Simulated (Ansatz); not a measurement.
# SiH (quartet): one geometry, many settings

What do other methods and options give for SiH (quartet) at this geometry, and how long do they take?

Computed with Ansatz 0.2.0, Gaussian basis. Level: the settings change from run to run.

14 further runs of the same task are left out: 6 that didn't finish, 8 set aside as unsound or not needed.

## 1. The system

The geometry is a PBE0/def2-TZVPD stationary point (not a proven minimum) of the parent state, kept for this charge and spin.

2 atoms, charge 0, spin multiplicity 4.

Atoms are counted from 1 here; the program's logs count them from 0.

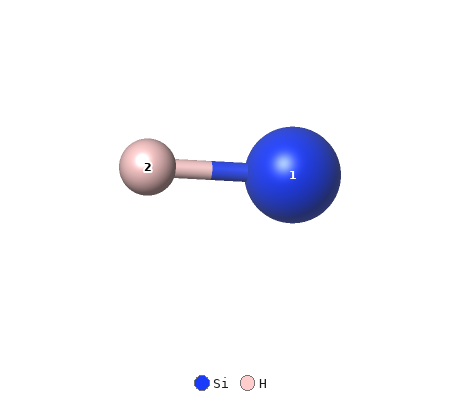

The geometry (silicon blue, hydrogen pink); atoms are numbered from 1 in the order of the file.

## 2. CASSCF(3,7)/aug-cc-pVDZ

The input, in.yaml:

```yaml
crystal:
  periodic: [false, false, false]
  atoms:
    - {symbol: Si, position_ang: [0.000000, 0.000000, 0.000000]}
    - {symbol: H, position_ang: [0.000000, 0.000000, 1.559400]}
basis:
  gaussian: {orbitals: aug-cc-pVDZ}
magnetization: {spin_polarized: false, initial_magnetization: 3}
correlation: {active_space: {window: {electrons: 3, orbitals: 7}}}
accuracy: high
```

Run with:

```bash
$ ansatz run in.yaml --threads 1 --pin off --events-out ev --progress --plain --max-ram 2393MiB
```

Output:

```text
Functional definition: HF
  name "HF"
  cite "Fock, Z. Phys. 61, 126 (1930) doi:10.1007/BF01340294"
  parent pbe
  exchange = exact_x
  correlation = 0
609 factors; integrals over basis functions are off by at most 3.8e-9 eV
mean field evaluation 1: about -7873.7703 eV, gradient 6.2e0 eV
mean field evaluation 2: about -7873.7713 eV, gradient 6.2e0 eV
mean field evaluation 4: about -7874.6541 eV, gradient 1.4e0 eV
mean field evaluation 8: about -7874.7590 eV, gradient 9.5e-4 eV
mean field -7874.75897869 eV, -289.3920547636 hartree, gradient 7.7e-9 eV, S^2 3.750000; 0 other end points of the search recorded, 0 dependent functions left out
reference -7874.75897869 eV, -289.3920547636 hartree; 9, 6 occupied and 27, 30 virtual orbitals, 609 factors
state -7875.00137760 eV, -289.4009627591 hartree
Total energy: -7875.00137760 eV, -289.4009627591 hartree
```

Run time: 8.5 s. Hardware: 1 thread of AMD EPYC, shared host.

From the report: 35 determinants; active occupations 1.00, 0.99, 0.99, 0.01, 0.01, 0.00, 0.00.

## 3. MRCISD+Q(3,5)/6-31G*

The input, in.yaml:

```yaml
crystal:
  periodic: [false, false, false]
  atoms:
    - {symbol: Si, position_ang: [0.000000, 0.000000, 0.000000]}
    - {symbol: H, position_ang: [0.000000, 0.000000, 1.559400]}
basis:
  gaussian: {orbitals: "6-31G*"}
magnetization: {spin_polarized: false, initial_magnetization: 3}
correlation: {method: fic_mrcisd_q, electrons: all, active_space: {window: {electrons: 3, orbitals: 5}}}
```

Launched as before.

Output, shortened:

```text
Functional definition: HF
  name "HF"
  cite "Fock, Z. Phys. 61, 126 (1930) doi:10.1007/BF01340294"
  parent pbe
[...]
197 factors; integrals over basis functions are off by at most 1.0e-3 eV
[...]
mean field -7874.22871991 eV, -289.3725681127 hartree, gradient 1.2e-6 eV, S^2 3.750000; 0 other end points of the search recorded, 0 dependent functions left out
reference -7874.22871991 eV, -289.3725681127 hartree; 9, 6 occupied and 12, 15 virtual orbitals, 197 factors
state -7874.29454594 eV, -289.3749871749 hartree
contracted CI cycle   1: correlation 0.00000000 eV, 0.0000000000 hartree, residual 1.15e1 eV
contracted CI cycle   2: correlation -1.56505638 eV, -0.0575147612 hartree, residual 2.57e0 eV
contracted CI cycle   3: correlation -1.68615970 eV, -0.0619652262 hartree, residual 9.48e-1 eV
contracted CI cycle   4: correlation -1.70439265 eV, -0.0626352746 hartree, residual 3.12e-1 eV
contracted CI cycle   5: correlation -1.70634708 eV, -0.0627070985 hartree, residual 1.19e-1 eV
contracted CI cycle   6: correlation -1.70666877 eV, -0.0627189204 hartree, residual 4.54e-2 eV
contracted CI cycle   7: correlation -1.70670825 eV, -0.0627203714 hartree, residual 1.36e-2 eV
contracted CI cycle   8: correlation -1.70671137 eV, -0.0627204861 hartree, residual 3.87e-3 eV
contracted CI cycle   9: correlation -1.70671162 eV, -0.0627204951 hartree, residual 1.07e-3 eV
state -7874.29454594 eV, -289.3749871749 hartree; corrected -7876.09427641 eV, -289.4411260497 hartree
Total energy: -7876.09427641 eV, -289.4411260497 hartree
```

It took 3.6 s on 1 thread of AMD EPYC, shared host.

From the report: 6 determinants; active occupations 1.00, 1.00, 1.00, 0.00, 0.00.

## 4. CCSDT(Q)/B on UHF/pcseg-2

The input, in.yaml:

```yaml
crystal:
  periodic: [false, false, false]
  atoms:
    - {symbol: Si, position_ang: [0.000000, 0.000000, 0.000000]}
    - {symbol: H, position_ang: [0.000000, 0.000000, 1.559400]}
basis:
  gaussian: {orbitals: pcseg-2}
magnetization: {spin_polarized: true, initial_magnetization: 3}
correlation: {method: ccsdt_q_b, electrons: outside_noble_gas}
```

Launched as before.

Output, shortened:

```text
Functional definition: HF
  name "HF"
  cite "Fock, Z. Phys. 61, 126 (1930) doi:10.1007/BF01340294"
  parent pbe
[...]
540 factors; integrals over basis functions are off by at most 2.2e-7 eV
[...]
mean field -7874.79690973 eV, -289.3934487036 hartree, gradient 1.9e-6 eV, S^2 3.753572; 0 other end points of the search recorded, 0 dependent functions left out
5 core orbitals not correlated: weight in the atoms' cores, before any rotation towards them, 1.000 or more for the frozen orbitals, at most 0.000 for the correlated occupied ones
reference -7874.79690973 eV, -289.3934487036 hartree; 4, 1 occupied and 39, 42 virtual orbitals, 540 factors
second order -1.57183844 eV of doubles, -0.00000000 eV of singles
cycle   1  -1.85725355 eV  change   -2.9e-1 eV  update   5.4e-2
[...]
cycle  14  -2.09681015 eV  change    7.1e-8 eV  update   1.8e-7
perturbative correction -0.00110671 eV, -0.0000406707 hartree
Total energy: -7876.89482658 eV, -289.4705457259 hartree
```

Wall time 23 s (1 thread of AMD EPYC, shared host).

From the report: ⟨S²⟩ of the determinant 3.754 (pure quartet: 3.75); correlation -2.0979 eV; T1 0.030; largest double amplitude 0.06.

## 5. CCSDT(Q)/B on ROHF/def2-SVPD

The input, in.yaml:

```yaml
crystal:
  periodic: [false, false, false]
  atoms:
    - {symbol: Si, position_ang: [0.000000, 0.000000, 0.000000]}
    - {symbol: H, position_ang: [0.000000, 0.000000, 1.559400]}
basis:
  gaussian: {orbitals: def2-SVPD, point_charges: [{charge: -0.50, position_ang: [2.852, -0.060, 0.324]}]}
magnetization: {spin_polarized: false, initial_magnetization: 3}
correlation: {method: ccsdt_q_b, electrons: valence}
output: {forces: true}
```

Launched as before.

Output, shortened:

```text
Functional definition: HF
  name "HF"
  cite "Fock, Z. Phys. 61, 126 (1930) doi:10.1007/BF01340294"
  parent pbe
[...]
459 factors; integrals over basis functions are off by at most 9.0e-8 eV
[...]
mean field -7872.30273985 eV, -289.3017896510 hartree, gradient 1.9e-6 eV, S^2 3.750000; 0 other end points of the search recorded, 0 dependent functions left out
5 core orbitals not correlated: weight in the atoms' cores, before any rotation towards them, 1.000 or more for the frozen orbitals, at most 0.000 for the correlated occupied ones
reference -7872.30273985 eV, -289.3017896510 hartree; 4, 1 occupied and 23, 26 virtual orbitals, 459 factors
second order -1.41332385 eV of doubles, -0.01799022 eV of singles
cycle   1  -1.75250044 eV  change   -3.2e-1 eV  update   5.8e-2
[...]
cycle  14  -2.01242977 eV  change    1.2e-7 eV  update   4.7e-7
perturbative correction -0.00086539 eV, -0.0000318026 hartree
[...]
Total energy: -7874.31603501 eV, -289.3757768836 hartree
Atom 0 at     0.000000     0.000000     0.000000 Å, force     0.132857    -0.002795     0.787967 eV/Å
Atom 1 at     0.000000     0.000000     1.559400 Å, force     0.025565    -0.000538    -0.783947 eV/Å
Dipole moment:     0.281178    -0.005915     0.003681 e Å
```

It took 27 s on 1 thread of AMD EPYC, shared host.

From the report: correlation -2.0133 eV; T1 0.039; largest double amplitude 0.07.

## 6. CCSDT(Q) on UHF/cc-pVTZ

The input, in.yaml:

```yaml
crystal:
  periodic: [false, false, false]
  atoms:
    - {symbol: Si, position_ang: [0.000000, 0.000000, 0.000000]}
    - {symbol: H, position_ang: [0.000000, 0.000000, 1.559400]}
basis:
  gaussian: {orbitals: cc-pVTZ}
magnetization: {spin_polarized: true, initial_magnetization: 3}
correlation: {method: ccsdt_q, electrons: outside_noble_gas, diis_vectors: 1}
scf: {omitted_lower_state_checks: [cluster_reference]}
output: {forces: true}
```

Launched as before.

Output, shortened:

```text
Functional definition: HF
  name "HF"
  cite "Fock, Z. Phys. 61, 126 (1930) doi:10.1007/BF01340294"
  parent pbe
[...]
524 factors; integrals over basis functions are off by at most 1.9e-7 eV
[...]
mean field -7875.00963650 eV, -289.4012662683 hartree, gradient 1.6e-6 eV, S^2 3.754026; 0 other end points of the search recorded, 0 dependent functions left out
5 core orbitals not correlated: weight in the atoms' cores, before any rotation towards them, 1.000 or more for the frozen orbitals, at most 0.000 for the correlated occupied ones
reference -7875.00963650 eV, -289.4012662683 hartree; 4, 1 occupied and 39, 42 virtual orbitals, 524 factors
second order -1.69328959 eV of doubles, -0.00000000 eV of singles
cycle   1  -2.01293632 eV  change   -3.2e-1 eV  update   6.0e-2
[...]
cycle  25  -2.30450500 eV  change   -1.4e-7 eV  update   1.4e-7
perturbative correction -0.00207531 eV, -0.0000762662 hartree
[...]
Total energy: -7877.31621682 eV, -289.4860315313 hartree
Atom 0 at     0.000000     0.000000     0.000000 Å, force    -0.000000     0.000000     0.732597 eV/Å
Atom 1 at     0.000000     0.000000     1.559400 Å, force    -0.000000    -0.000000    -0.732597 eV/Å
Dipole moment:    -0.000000    -0.000000     0.007222 e Å
Checks for a lower state left out: cluster_reference
```

Wall time 1.7 min (1 thread of AMD EPYC, shared host); peak memory 0.81 GiB.

From the report: ⟨S²⟩ of the determinant 3.754 (pure quartet: 3.75); correlation -2.3066 eV; T1 0.036; largest double amplitude 0.08.

## 7. The runs in one table

Where basis and cores are those of an earlier FCI/aug-cc-pVDZ run (-7876.8095 eV), and the state is the same kind, the miss against it is given.

```
                                               level         correlated  functions  energy (eV)  from FCI (meV)     time
                             CASSCF(3,7)/aug-cc-pVDZ                            36   -7875.0014          1808.1    8.5 s
                                MRCISD+Q(3,5)/6-31G*                all         21   -7876.0943                    3.6 s
                           CCSDT(Q)/B on UHF/pcseg-2  outside noble gas         48   -7876.8948                     23 s
CCSDT(Q)/B on ROHF/def2-SVPD (beside a point charge)            valence         32   -7874.3160                     27 s
                             CCSDT(Q) on UHF/cc-pVTZ  outside noble gas         48   -7877.3162                  1.7 min
```

## 8. Summary of results

```
quantity                             value
    runs                                 5
quickest       MRCISD+Q(3,5)/6-31G*, 3.6 s
 slowest  CCSDT(Q) on UHF/cc-pVTZ, 1.7 min
```

Total energies in different bases, with other cores or another treatment of relativity can't be set against each other. CCSDT(Q) on UHF/cc-pVTZ took 29 times as long as MRCISD+Q(3,5)/6-31G*; the jobs differ in more than the method. Hartree-Fock, CASSCF and CASCI lack dynamic correlation by design.
